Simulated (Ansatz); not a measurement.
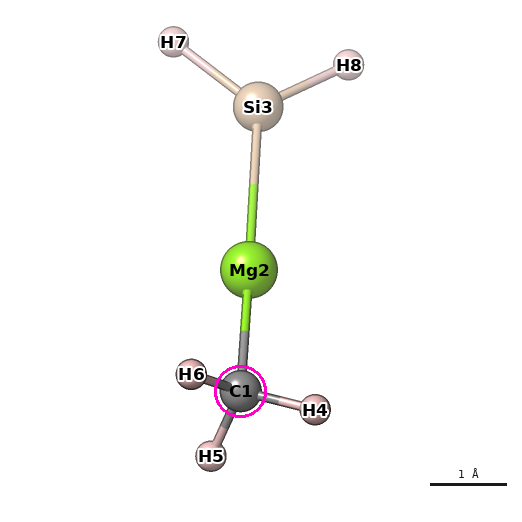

Orthographic view. Distant atoms are faded towards the background colour. State: charge +1, singlet. The geometry was computed by an optimisation with PBE0-D4/def2-TZVP. No frequency run is at hand to confirm it as a minimum.

Which atoms are bonded to the circled atom?

The circled atom is C1; it is bonded to Mg2, H4, H5, H6.

What is the shortest path along bonds from the circled atom to H7?

C1–Mg2–Si3–H7, 3 bonds; through space the two are 5.84 Å apart.

Of Mg2 and Si3, which is nearer the viewer?

Mg2; the bond to Si3 points away from the viewer, so it looks shorter than its 2.76 Å.

Which atom is nearest the viewer?

H6, 2.2 Å in front of the mean position.
